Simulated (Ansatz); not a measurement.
Band structure of ZrS (Fm-3m, 2 atoms in the cell).

```
CELL_PARAMETERS angstrom
      0.00000     2.62351     2.62351
      2.62351     0.00000     2.62351
      2.62351     2.62351     0.00000
ATOMIC_POSITIONS crystal
  Zr 0.00000 0.00000 0.00000
  S  0.50000 0.50000 0.50000
```

Method of the run: PBEsol, PAW files made with PBE (plane waves; Ansatz, a first-principles code).

Settings: kpoints.mp_grid.grid = 11 11 11; hamiltonian.xc = pbesol; hamiltonian.pseudopotentials = {kind: paw} (the program's default PAW files); scf.occupations.method = gaussian; scf.occupations.width = 0.02 Ry; kpoints.band_path.npoints = 8.

The starting cell comes from a database of computed structures (which also holds hypothetical and non-ambient phases and stackings), without a prior relaxation at this level.

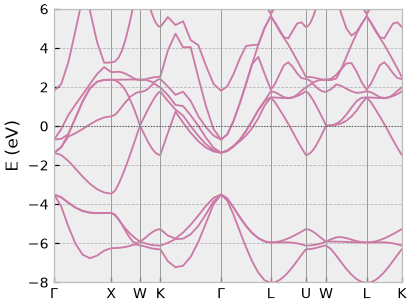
Figure: Bands along the path, energies from the Fermi level.

Levels in eV from the Fermi level, bands 6 to 13:
| point | 6 | 7 | 8 | 9 | 10 | 11 | 12 | 13 |
|---|---|---|---|---|---|---|---|---|
| Γ | -3.50 | -3.50 | -3.50 | -1.37 | -1.37 | -1.37 | -0.69 | -0.69 |
| X | -6.25 | -4.45 | -4.45 | -3.46 | 0.50 | 2.37 | 2.37 | 2.76 |
| W | -6.11 | -5.91 | -5.91 | 0.03 | 0.03 | 1.75 | 2.35 | 2.39 |
| K | -6.31 | -6.12 | -5.28 | -1.48 | 1.78 | 1.98 | 2.42 | 2.53 |
| L | -8.03 | -5.96 | -5.96 | 1.47 | 1.47 | 1.78 | 1.87 | 5.63 |
| U | -6.31 | -6.12 | -5.28 | -1.48 | 1.78 | 1.98 | 2.42 | 2.53 |

Bands cross the Fermi level along this path, so the cell is metallic at this level.

Keys are those of Ansatz 0.2.
